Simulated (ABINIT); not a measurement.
# Converging GW for SnO2 (Cassiterite) in ABINIT, part 2 of 2

Aim: raise bands and screening cutoff together for SnO2 (Cassiterite) and follow gap and time.

ABINIT 10.8.3; PBE and many-body steps on it, plane waves. Known limits of the many-body steps: not at the basis limit; no spin-orbit coupling; coarse k mesh.

So far. Step 3 (Screening, 2×2×4 mesh, 106 bands, screening to 93.3 eV): Local fields lower ε∞ by 4 %. On a Γ-centred mesh this coarse the value itself is usually too large, while a short band sum pulls it down. Step 4 (106 bands, 93.3 eV): The gap on the mesh goes from 1.28 eV to 2.65 eV, a correction of +1.37 eV.

## 6. 143 bands, 123.5 eV

This step: G0W0 on PBE, plane waves, norm-conserving pseudopotentials.

Contents of run.abi:

```
acell 3*1.0 Angstrom
rprim 
  4.738000000000 0.000000000000 0.000000000000
  0.000000000000 4.738000000000 0.000000000000
  0.000000000000 0.000000000000 3.186500000000
ntypat 2
znucl 50 8
natom 6
typat 1 1 2 2 2 2
xred 
  0.000000000000 0.000000000000 0.000000000000
  0.500000000000 0.500000000000 0.500000000000
  0.307100000000 0.307100000000 0.000000000000
  0.192900000000 0.807100000000 0.500000000000
  0.692900000000 0.692900000000 0.000000000000
  0.807100000000 0.192900000000 0.500000000000
pp_dirpath "pseudos"
pseudos "Sn.upf, O.upf"
ecut 42
ngkpt 2 2 4
nshiftk 1
shiftk 0 0 0
kptopt 1
chksymbreak 0
istwfk *1
occopt 1
irdwfk 1
optdriver 4
nband 143
gwcalctyp 0
ecutsigx 42
symsigma 1
nkptgw 6
kptgw 
  0.0000000000 0.0000000000 0.0000000000
  0.5000000000 0.0000000000 0.0000000000
  0.5000000000 0.5000000000 0.0000000000
  0.0000000000 0.0000000000 0.5000000000
  0.5000000000 0.0000000000 0.5000000000
  0.5000000000 0.5000000000 0.5000000000
bdgw 
  32 36
  33 36
  33 36
  33 36
  33 36
  33 36
ecuteps 4.54
irdscr 1
ppmodel 1
indata_prefix "in"
outdata_prefix "out"
tmpdata_prefix "tmp"
```

The run is started by

```sh
$ OMP_NUM_THREADS=1 mpirun -n 8 abinit run.abi > log
```

Numbers of over 12 decimals in the logs are rounded to 6 here.

The log of the run:

```text
.Version 10.8.3 of ABINIT. v10.8.2 released Aug 2026.

 Symmetries : space group P4_2/m n m (#136); Bravais tP (primitive tetrag.)
[... echo of the input left out ...]
== DATASET  1 ==================================================================
-   mpi_nproc: 8, omp_nthreads: 1 (-1 if OMP is not activated)

--- !DatasetInfo
iteration_state: {dtset: 1, }
dimensions: {natom: 6, nkpt: 9, mband: 143, nsppol: 1, nspinor: 1, nspden: 1, mpw: 6312, }
cutoff_energies: {ecut:  42.0, pawecutdg:  -1.0, }
electrons: {nelect:   6.80000000E+01, charge:   0.00000000E+00, occopt:   1.00000000E+00, tsmear:   1.00000000E-02, }

 SIGMA: Calculation of the GW corrections

 Based on a program developped by R.W. Godby, V. Olevano, G. Onida, and L. Reining.
 Incorporated in ABINIT by V. Olevano, G.-M. Rignanese, and M. Torrent.
.Using double precision arithmetic ; gwpc =  8

[... cell and pseudopotentials left out ...]
--------------------------------------------------------------------------------

 ==== K-mesh for the wavefunctions ====
 Number of points in the irreducible wedge :     9
[... list of points left out ...]
 Together with 16 symmetry operations and time-reversal symmetry
 yields    16 points in the full Brillouin Zone.

 ==== Q-mesh for screening function ====
 Number of points in the irreducible wedge :     9
[... list of points left out ...]
 Together with 16 symmetry operations and time-reversal symmetry
 yields    16 points in the full Brillouin Zone.

 vcoul_init : cutoff-mode = AUXILIARY_FUNCTION
 q-points for optical limit:   1
     1)      0.000010    0.000020    0.000030
 setmesh: FFT mesh size selected  =    54x   54x   36
          total number of points  =       104976

 Number of electrons calculated from density =   68.0000; Expected =   68.0000
[...]
--- !SelfEnergy_ee
iteration_state: {dtset: 1, }
kpoint     : [   0.500,    0.000,    0.000, ]
spin       : 1
KS_gap     :    5.069
QP_gap     :    6.919
Delta_QP_KS:    1.850
data: !SigmaeeData |
     Band     E0 <VxcDFT>   SigX SigC(E0)      Z dSigC/dE  Sig(E)    E-E0       E
[...]
--- !SelfEnergy_ee
iteration_state: {dtset: 1, }
kpoint     : [   0.500,    0.500,    0.000, ]
spin       : 1
KS_gap     :    5.725
QP_gap     :    7.837
Delta_QP_KS:    2.112
data: !SigmaeeData |
     Band     E0 <VxcDFT>   SigX SigC(E0)      Z dSigC/dE  Sig(E)    E-E0       E
[...]
--- !SelfEnergy_ee
iteration_state: {dtset: 1, }
kpoint     : [   0.000,    0.000,    0.500, ]
spin       : 1
KS_gap     :    7.473
QP_gap     :    9.992
Delta_QP_KS:    2.519
data: !SigmaeeData |
     Band     E0 <VxcDFT>   SigX SigC(E0)      Z dSigC/dE  Sig(E)    E-E0       E
[...]
--- !SelfEnergy_ee
iteration_state: {dtset: 1, }
kpoint     : [   0.500,    0.000,    0.500, ]
spin       : 1
KS_gap     :    7.199
QP_gap     :    9.367
Delta_QP_KS:    2.168
data: !SigmaeeData |
     Band     E0 <VxcDFT>   SigX SigC(E0)      Z dSigC/dE  Sig(E)    E-E0       E
[...]
--- !SelfEnergy_ee
iteration_state: {dtset: 1, }
kpoint     : [   0.500,    0.500,    0.500, ]
spin       : 1
KS_gap     :    5.756
QP_gap     :    7.774
Delta_QP_KS:    2.018
data: !SigmaeeData |
     Band     E0 <VxcDFT>   SigX SigC(E0)      Z dSigC/dE  Sig(E)    E-E0       E
[...]
35  11.707 -17.029 -11.679  -3.565   0.839  -0.191 -15.531   1.498  13.205
       36  11.707 -17.029 -11.679  -3.565   0.839  -0.191 -15.531   1.498  13.205

== END DATASET(S) ==============================================================
================================================================================

 -outvars: echo values of variables after computation  --------
           etotal      0.0000000000E+00
            nband         143
             nkpt           9
          spgroup         136
 [... the other variables as echoed above ...]

 Calculation completed.
```

It took 16 s on 8 MPI ranks of Arm Neoverse V1, shared host; peak memory 1.7 GiB; 2.1 min of CPU time.

Numbers from this step:

| Property | Result |
| --- | --- |
| G0W0 gap on the mesh | 2.641 eV |
| starting gap on the mesh | 1.284 eV |
| k of the valence top | 0, 0, 0 |
| k of the conduction bottom | 0, 0, 0 |
| Z at the valence top | 0.794 |
| Z at the conduction bottom | 0.844 |
| least direct G0W0 gap on the computed points | 2.641 eV |

Against G0W0 in ABINIT (2×2×4 mesh, 106 bands, screening to 93.3 eV, Godby-Needs plasmon pole), the gap moves by −0.011 eV.

## 7. Screening, 2×2×4 mesh, 203 bands, screening to 164.9 eV

This step: RPA screening on PBE, plane waves, norm-conserving pseudopotentials.

run.abi: that of step 6 with these lines changed.

```diff
@@ -27,25 +27,8 @@
 irdwfk 1
-optdriver 4
-nband 143
-gwcalctyp 0
-ecutsigx 42
-symsigma 1
-nkptgw 6
-kptgw 
-  0.0000000000 0.0000000000 0.0000000000
-  0.5000000000 0.0000000000 0.0000000000
-  0.5000000000 0.5000000000 0.0000000000
-  0.0000000000 0.0000000000 0.5000000000
-  0.5000000000 0.0000000000 0.5000000000
-  0.5000000000 0.5000000000 0.5000000000
-bdgw 
-  32 36
-  33 36
-  33 36
-  33 36
-  33 36
-  33 36
-ecuteps 4.54
-irdscr 1
-ppmodel 1
+optdriver 3
+nband 203
+ecuteps 6.06
+inclvkb 2
+awtr 1
+symchi 1
 indata_prefix "in"
```

The log of the run:

```text
.Version 10.8.3 of ABINIT. v10.8.2 released Aug 2026.

 Symmetries : space group P4_2/m n m (#136); Bravais tP (primitive tetrag.)
[... echo of the input left out ...]
== DATASET  1 ==================================================================
-   mpi_nproc: 8, omp_nthreads: 1 (-1 if OMP is not activated)

--- !DatasetInfo
iteration_state: {dtset: 1, }
dimensions: {natom: 6, nkpt: 9, mband: 203, nsppol: 1, nspinor: 1, nspden: 1, mpw: 6312, }
cutoff_energies: {ecut:  42.0, pawecutdg:  -1.0, }
[...]
--------------------------------------------------------------------------------
[... chi0 elements left out ...]
 For q-point:  0.000010 0.000020 0.000030
  dielectric constant =   5.1386
  dielectric constant without local fields =   5.3870

  Average fulfillment of the sum rule on Im[epsilon] for q-point    1 :     66.25  [%]
[... wings left out ...]
  q-point number  2        q = ( 0.500000, 0.000000, 0.000000) [r.l.u.]
--------------------------------------------------------------------------------
[... chi0 elements left out ...]
  Average fulfillment of the sum rule on Im[epsilon] for q-point    2 :     73.49  [%]

 [... 7 further q-points ...]
```

Wall time 1.8 min (8 MPI ranks); peak memory 4.1 GiB; 14 min of CPU time.

Numbers from this step:

| Quantity | Value |
| --- | --- |
| ε∞ with local fields, on this mesh, along the program's q direction | 5.139 |
| the same without local fields | 5.387 |
| plasma frequency | 36.20 eV |
| plane waves in the screening matrix | 323 |

## 8. 203 bands, 164.9 eV

This step: G0W0 on PBE, plane waves, norm-conserving pseudopotentials.

run.abi: that of step 7 with these lines changed.

```diff
@@ -27,8 +27,25 @@
 irdwfk 1
-optdriver 3
+optdriver 4
 nband 203
+gwcalctyp 0
+ecutsigx 42
+symsigma 1
+nkptgw 6
+kptgw 
+  0.0000000000 0.0000000000 0.0000000000
+  0.5000000000 0.0000000000 0.0000000000
+  0.5000000000 0.5000000000 0.0000000000
+  0.0000000000 0.0000000000 0.5000000000
+  0.5000000000 0.0000000000 0.5000000000
+  0.5000000000 0.5000000000 0.5000000000
+bdgw 
+  32 36
+  33 36
+  33 36
+  33 36
+  33 36
+  33 36
 ecuteps 6.06
-inclvkb 2
-awtr 1
-symchi 1
+irdscr 1
+ppmodel 1
 indata_prefix "in"
```

The log of the run:

```text
.Version 10.8.3 of ABINIT. v10.8.2 released Aug 2026.

 Symmetries : space group P4_2/m n m (#136); Bravais tP (primitive tetrag.)
[... echo of the input left out ...]
== DATASET  1 ==================================================================
-   mpi_nproc: 8, omp_nthreads: 1 (-1 if OMP is not activated)

--- !DatasetInfo
iteration_state: {dtset: 1, }
dimensions: {natom: 6, nkpt: 9, mband: 203, nsppol: 1, nspinor: 1, nspden: 1, mpw: 6312, }
cutoff_energies: {ecut:  42.0, pawecutdg:  -1.0, }
[...]
Band     E0 <VxcDFT>   SigX SigC(E0)      Z dSigC/dE  Sig(E)    E-E0       E
[...]
35  11.707 -17.029 -11.679  -3.779   0.838  -0.194 -15.713   1.316  13.023
       36  11.707 -17.029 -11.679  -3.779   0.838  -0.194 -15.713   1.316  13.023

== END DATASET(S) ==============================================================
================================================================================

 -outvars: echo values of variables after computation  --------
           etotal      0.0000000000E+00
            nband         203
             nkpt           9
          spgroup         136
 [... the other variables as echoed above ...]

 Calculation completed.
```

Wall time 38 s (8 MPI ranks); peak memory 2.8 GiB; 5.1 min of CPU time.

Numbers from this step:

```yaml
g0w0_gap_on_the_mesh: 2.668 eV
starting_gap_on_the_mesh: 1.284 eV
k_of_the_valence_top: 0, 0, 0
k_of_the_conduction_bottom: 0, 0, 0
least_direct_g0w0_gap_on_the_computed_points: 2.668 eV
```

Against G0W0 in ABINIT (2×2×4 mesh, 143 bands, screening to 123.5 eV, Godby-Needs plasmon pole), the gap moves by +0.027 eV.

## 9. Screening, 2×2×4 mesh, 284 bands, screening to 214.4 eV

This step: RPA screening on PBE, plane waves, norm-conserving pseudopotentials.

run.abi: that of step 8 with these lines changed.

```diff
@@ -27,25 +27,8 @@
 irdwfk 1
-optdriver 4
-nband 203
-gwcalctyp 0
-ecutsigx 42
-symsigma 1
-nkptgw 6
-kptgw 
-  0.0000000000 0.0000000000 0.0000000000
-  0.5000000000 0.0000000000 0.0000000000
-  0.5000000000 0.5000000000 0.0000000000
-  0.0000000000 0.0000000000 0.5000000000
-  0.5000000000 0.0000000000 0.5000000000
-  0.5000000000 0.5000000000 0.5000000000
-bdgw 
-  32 36
-  33 36
-  33 36
-  33 36
-  33 36
-  33 36
-ecuteps 6.06
-irdscr 1
-ppmodel 1
+optdriver 3
+nband 284
+ecuteps 7.88
+inclvkb 2
+awtr 1
+symchi 1
 indata_prefix "in"
```

The log of the run:

```text
.Version 10.8.3 of ABINIT. v10.8.2 released Aug 2026.

 Symmetries : space group P4_2/m n m (#136); Bravais tP (primitive tetrag.)
[... echo of the input left out ...]
== DATASET  1 ==================================================================
-   mpi_nproc: 8, omp_nthreads: 1 (-1 if OMP is not activated)

--- !DatasetInfo
iteration_state: {dtset: 1, }
dimensions: {natom: 6, nkpt: 9, mband: 284, nsppol: 1, nspinor: 1, nspden: 1, mpw: 6312, }
cutoff_energies: {ecut:  42.0, pawecutdg:  -1.0, }
[...]
--------------------------------------------------------------------------------
[... chi0 elements left out ...]
 For q-point:  0.000010 0.000020 0.000030
  dielectric constant =   5.1084
  dielectric constant without local fields =   5.3923

  Average fulfillment of the sum rule on Im[epsilon] for q-point    1 :     75.27  [%]
[... wings left out ...]
  q-point number  2        q = ( 0.500000, 0.000000, 0.000000) [r.l.u.]
--------------------------------------------------------------------------------
[... chi0 elements left out ...]
  Average fulfillment of the sum rule on Im[epsilon] for q-point    2 :     81.24  [%]

 [... 7 further q-points ...]
```

Run time: 4.8 min. Hardware: 8 MPI ranks; peak memory 7.3 GiB; 38 min of CPU time.

Numbers from this step:

```
ε∞ with local fields, on this mesh, along the program's q direction : 5.108
the same without local fields                                       : 5.392
plasma frequency                                                    : 36.20 eV
plane waves in the screening matrix                                 : 507
```

## 10. 284 bands, 214.4 eV

This step: G0W0 on PBE, plane waves, norm-conserving pseudopotentials.

run.abi: that of step 9 with these lines changed.

```diff
@@ -27,8 +27,25 @@
 irdwfk 1
-optdriver 3
+optdriver 4
 nband 284
+gwcalctyp 0
+ecutsigx 42
+symsigma 1
+nkptgw 6
+kptgw 
+  0.0000000000 0.0000000000 0.0000000000
+  0.5000000000 0.0000000000 0.0000000000
+  0.5000000000 0.5000000000 0.0000000000
+  0.0000000000 0.0000000000 0.5000000000
+  0.5000000000 0.0000000000 0.5000000000
+  0.5000000000 0.5000000000 0.5000000000
+bdgw 
+  32 36
+  33 36
+  33 36
+  33 36
+  33 36
+  33 36
 ecuteps 7.88
-inclvkb 2
-awtr 1
-symchi 1
+irdscr 1
+ppmodel 1
 indata_prefix "in"
```

The log of the run:

```text
.Version 10.8.3 of ABINIT. v10.8.2 released Aug 2026.

 Symmetries : space group P4_2/m n m (#136); Bravais tP (primitive tetrag.)
[... echo of the input left out ...]
== DATASET  1 ==================================================================
-   mpi_nproc: 8, omp_nthreads: 1 (-1 if OMP is not activated)

--- !DatasetInfo
iteration_state: {dtset: 1, }
dimensions: {natom: 6, nkpt: 9, mband: 284, nsppol: 1, nspinor: 1, nspden: 1, mpw: 6312, }
cutoff_energies: {ecut:  42.0, pawecutdg:  -1.0, }
[...]
Band     E0 <VxcDFT>   SigX SigC(E0)      Z dSigC/dE  Sig(E)    E-E0       E
[...]
35  11.707 -17.029 -11.679  -3.935   0.836  -0.196 -15.846   1.183  12.890
       36  11.707 -17.029 -11.679  -3.935   0.836  -0.196 -15.846   1.183  12.890

== END DATASET(S) ==============================================================
================================================================================

 -outvars: echo values of variables after computation  --------
           etotal      0.0000000000E+00
            nband         284
             nkpt           9
          spgroup         136
 [... the other variables as echoed above ...]

 Calculation completed.
```

Elapsed: 2 min, on 8 MPI ranks; peak memory 5.5 GiB.

This step gave:

| Item | Value |
| --- | --- |
| G0W0 gap on the mesh | 2.720 eV |
| starting gap on the mesh | 1.284 eV |
| k of the valence top | 0, 0, 0 |
| k of the conduction bottom | 0, 0, 0 |
| least direct G0W0 gap on the computed points | 2.720 eV |

Against G0W0 in ABINIT (2×2×4 mesh, 203 bands, screening to 164.9 eV, Godby-Needs plasmon pole), the gap moves by +0.052 eV.

## 11. Screening, 2×2×4 mesh, 398 bands, screening to 274.8 eV

This step: RPA screening on PBE, plane waves, norm-conserving pseudopotentials.

run.abi: that of step 10 with these lines changed.

```diff
@@ -27,25 +27,8 @@
 irdwfk 1
-optdriver 4
-nband 284
-gwcalctyp 0
-ecutsigx 42
-symsigma 1
-nkptgw 6
-kptgw 
-  0.0000000000 0.0000000000 0.0000000000
-  0.5000000000 0.0000000000 0.0000000000
-  0.5000000000 0.5000000000 0.0000000000
-  0.0000000000 0.0000000000 0.5000000000
-  0.5000000000 0.0000000000 0.5000000000
-  0.5000000000 0.5000000000 0.5000000000
-bdgw 
-  32 36
-  33 36
-  33 36
-  33 36
-  33 36
-  33 36
-ecuteps 7.88
-irdscr 1
-ppmodel 1
+optdriver 3
+nband 398
+ecuteps 10.1
+inclvkb 2
+awtr 1
+symchi 1
 indata_prefix "in"
```

The log of the run:

```text
.Version 10.8.3 of ABINIT. v10.8.2 released Aug 2026.

 Symmetries : space group P4_2/m n m (#136); Bravais tP (primitive tetrag.)
[... echo of the input left out ...]
== DATASET  1 ==================================================================
-   mpi_nproc: 8, omp_nthreads: 1 (-1 if OMP is not activated)

--- !DatasetInfo
iteration_state: {dtset: 1, }
dimensions: {natom: 6, nkpt: 9, mband: 398, nsppol: 1, nspinor: 1, nspden: 1, mpw: 6312, }
cutoff_energies: {ecut:  42.0, pawecutdg:  -1.0, }
[...]
--------------------------------------------------------------------------------
[... chi0 elements left out ...]
 For q-point:  0.000010 0.000020 0.000030
  dielectric constant =   5.1022
  dielectric constant without local fields =   5.3949

  Average fulfillment of the sum rule on Im[epsilon] for q-point    1 :     83.06  [%]
[... wings left out ...]
  q-point number  2        q = ( 0.500000, 0.000000, 0.000000) [r.l.u.]
--------------------------------------------------------------------------------
[... chi0 elements left out ...]
  Average fulfillment of the sum rule on Im[epsilon] for q-point    2 :     87.81  [%]

 [... 7 further q-points ...]
```

Run time: 9.7 min. Hardware: 8 MPI ranks; peak memory 8.7 GiB; 77 min of CPU time.

This step gave:

| Quantity | Value |
| --- | --- |
| ε∞ with local fields, on this mesh, along the program's q direction | 5.102 |
| the same without local fields | 5.395 |
| plasma frequency | 36.20 eV |
| plane waves in the screening matrix | 761 |

## 12. 398 bands, 274.8 eV

This step: G0W0 on PBE, plane waves, norm-conserving pseudopotentials.

run.abi: that of step 11 with these lines changed.

```diff
@@ -27,8 +27,25 @@
 irdwfk 1
-optdriver 3
+optdriver 4
 nband 398
+gwcalctyp 0
+ecutsigx 42
+symsigma 1
+nkptgw 6
+kptgw 
+  0.0000000000 0.0000000000 0.0000000000
+  0.5000000000 0.0000000000 0.0000000000
+  0.5000000000 0.5000000000 0.0000000000
+  0.0000000000 0.0000000000 0.5000000000
+  0.5000000000 0.0000000000 0.5000000000
+  0.5000000000 0.5000000000 0.5000000000
+bdgw 
+  32 36
+  33 36
+  33 36
+  33 36
+  33 36
+  33 36
 ecuteps 10.1
-inclvkb 2
-awtr 1
-symchi 1
+irdscr 1
+ppmodel 1
 indata_prefix "in"
```

The log of the run:

```text
.Version 10.8.3 of ABINIT. v10.8.2 released Aug 2026.

 Symmetries : space group P4_2/m n m (#136); Bravais tP (primitive tetrag.)
[... echo of the input left out ...]
== DATASET  1 ==================================================================
-   mpi_nproc: 8, omp_nthreads: 1 (-1 if OMP is not activated)

--- !DatasetInfo
iteration_state: {dtset: 1, }
dimensions: {natom: 6, nkpt: 9, mband: 398, nsppol: 1, nspinor: 1, nspden: 1, mpw: 6312, }
cutoff_energies: {ecut:  42.0, pawecutdg:  -1.0, }
[...]
Band     E0 <VxcDFT>   SigX SigC(E0)      Z dSigC/dE  Sig(E)    E-E0       E
[...]
35  11.707 -17.029 -11.679  -4.065   0.835  -0.197 -15.956   1.074  12.781
       36  11.707 -17.029 -11.679  -4.065   0.835  -0.197 -15.956   1.074  12.781

== END DATASET(S) ==============================================================
================================================================================

 -outvars: echo values of variables after computation  --------
           etotal      0.0000000000E+00
            nband         398
             nkpt           9
          spgroup         136
 [... the other variables as echoed above ...]

 Calculation completed.
```

Wall time 5.8 min (8 MPI ranks); peak memory 8.4 GiB.

Numbers from this step:

* G0W0 gap on the mesh: 2.758 eV
* starting gap on the mesh: 1.284 eV
* k of the valence top: 0, 0, 0
* k of the conduction bottom: 0, 0, 0
* least direct G0W0 gap on the computed points: 2.758 eV

Against G0W0 in ABINIT (2×2×4 mesh, 284 bands, screening to 214.4 eV, Godby-Needs plasmon pole), the gap moves by +0.038 eV.

## 13. The runs together

Times are wall times on 8 MPI ranks of Arm Neoverse V1, shared host, good to a factor of about two. A run's time includes the screening step that it read.

| run | mesh | bands | screening cutoff (eV) | DFT gap (eV) | gap on the mesh (eV) | direct (eV) | ε∞ used | time |
| --- | --- | --- | --- | --- | --- | --- | --- | --- |
| 106 bands, 93.3 eV | 2×2×4 | 106 | 93.3 | 1.284 | 2.652 | 2.652 | 5.14 | 42 s |
| 143 bands, 123.5 eV | 2×2×4 | 143 | 123.5 | 1.284 | 2.641 | 2.641 | 5.14 | 67 s |
| 203 bands, 164.9 eV | 2×2×4 | 203 | 164.9 | 1.284 | 2.668 | 2.668 | 5.14 | 2.4 min |
| 284 bands, 214.4 eV | 2×2×4 | 284 | 214.4 | 1.284 | 2.720 | 2.720 | 5.11 | 6.8 min |
| 398 bands, 274.8 eV | 2×2×4 | 398 | 274.8 | 1.284 | 2.758 | 2.758 | 5.10 | 15 min |

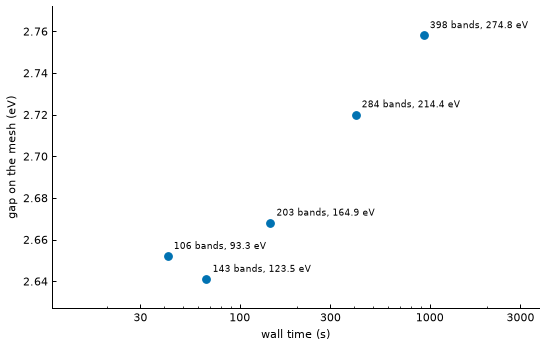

Result against wall time.

## 14. Results

* 106 bands, 93.3 eV: 2.652 eV
* 143 bands, 123.5 eV: 2.641 eV
* 203 bands, 164.9 eV: 2.668 eV
* 284 bands, 214.4 eV: 2.720 eV
* 398 bands, 274.8 eV: 2.758 eV
* known limits: not at the basis limit; no spin-orbit coupling; coarse k mesh

In words: From the first rung to the last the gap moves by +0.11 eV for 22 times the time. The 2×2×4 mesh is coarse for this cell, which bears on the long-range parts of exchange and screening. The many-body steps are scalar-relativistic: spin-orbit coupling is not in them.

[Paths, hosts, dates, memory and timing lines, banners, echoed tables and standing remarks are left out of the program output.]

[Logs are printed without paths, hosts, clocks, repeated set-up lines and the standing remarks that a program may print on its own settings, such as how far it seeks lower states.]

[Runs of the session that timed out or met a known fault of the program may be left out.]

[Hosts, paths, dates, database ids (printed as entryN), source tags and the programs' standing remarks are cut or masked in the printed files.]

[G0W0 gaps are taken among the corrected bands and points alone; a level outside them can change the order at an edge.]

[Where Ansatz stands beside ABINIT at settings called matched, ABINIT's density can come from a denser mesh and the files from another edition; pairs whose starting gaps differed by over 0.03 eV were left out, so agreement reads better than it is.]
